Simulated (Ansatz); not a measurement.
**WSi2: response to strain**

The parent structure is WSi2 (space group I4/mmm, No. 139; relaxed with 0.1 eV smearing).

Space group I4/mmm (No. 139); a = 3.2024 Å, b = 3.2024 Å, c = 7.8177 Å, α = 90.00°, β = 90.00°, γ = 90.00°

```csv
atom,site,symmetry,x,y,z
Si,4e,4mm,0.0000,0.0000,0.3345
W,2a,4/mmm,0.0000,0.0000,0.0000
```
(The calculation used a cell of 3 atoms; values per cell refer to that cell.)

Strains are applied to the cell and any free atomic positions relax.

Computed with PBEsol (Ansatz, an electronic-structure program, PAW, no spin-orbit coupling).

Notes on the quantities. pressure: mean of the normal stresses, compression positive.

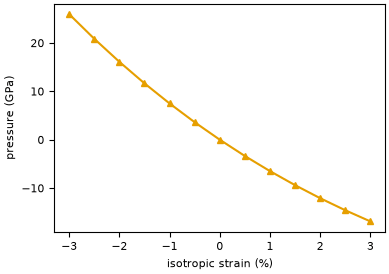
Fig. 1. Pressure against isotropic strain

### Question
From the plot, what is the pressure for isotropic strain −0.50 %?

### Answer
About 4 GPa.

### Question
Is the trend monotonic over the range shown?

### Answer
Yes, it falls throughout, spanning -16.9 GPa to 25.9 GPa.

No phonon test of stability was made. The final runs are not spin-polarised.
